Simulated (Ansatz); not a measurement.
Frozen-phonon scan for Cs2AgBiBr6 (double-perovskite type, space group Fm-3m)

Starting cell, Cs2AgBiBr6 (double-perovskite type, space group Fm-3m):

```
CELL_PARAMETERS angstrom
      0.00000     5.73848     5.73848
      5.73848     0.00000     5.73848
      5.73848     5.73848     0.00000
ATOMIC_POSITIONS crystal
  Cs 0.25000 0.25000 0.25000
  Cs 0.75000 0.75000 0.75000
  Ag 0.50000 0.50000 0.50000
  Bi 0.00000 0.00000 0.00000
  Br 0.74863 0.25137 0.25137
  Br 0.25137 0.74863 0.74863
  Br 0.25137 0.74863 0.25137
  Br 0.74863 0.25137 0.74863
  Br 0.25137 0.25137 0.74863
  Br 0.74863 0.74863 0.25137
```

The atoms are displaced by Q × the pattern below (from a DFPT mode at Γ, largest move 1; Q in Å), at fixed cell. It is one choice among 2 degenerate patterns.

```
atom       x       y       z
----  ------  ------  ------
Br5    0.354   0.000   0.000
Br6   -0.354   0.000   0.000
Br7    0.000   0.646   0.000
Br8    0.000  -0.646   0.000
Br9    0.000   0.000  -1.000
Br10   0.000   0.000   1.000
```

Atoms not listed stay in place.

Computed with PBE (plane waves to 420 eV, PAW, scalar-relativistic; Ansatz, a program for electronic structure). k mesh 5×5×5 (Γ-centred), Fermi-Dirac smearing 0.05 eV. E stands for the smeared free energy. Cs2AgBiBr6 was relaxed with its symmetry unable to fall. Spin-orbit coupling is left out, though Bi is heavy. ΔE is measured from the undisplaced structure.

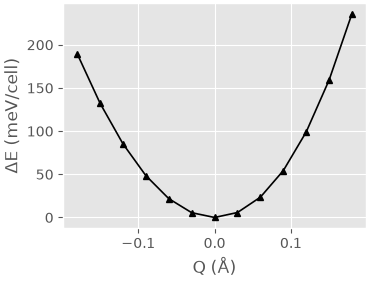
Figure: ΔE (meV/cell) against Q (Å); computed points joined by lines.

The energy at Q = 0.180 Å comes out as 236.2 meV/cell. Harmonic wavenumber from the curvature (finite differences): 118 cm⁻¹. Shape of the curve: a single well with its minimum at or next to zero displacement. Space group of the distorted cell: Fmmm (No. 69), lowered from Fm-3m. Symmetry of the curve: not even: the positive side lies higher at ±0.180 Å.

E″ = 12.52 eV/Å², M = Σ mᵢ|uᵢ|² = 246.5 u, ν̃ = 521.5·√(|E″|/M).

(A displaced cell: forces are minus the slopes of the energy, force constants its curvatures, and phonons follow from these.)
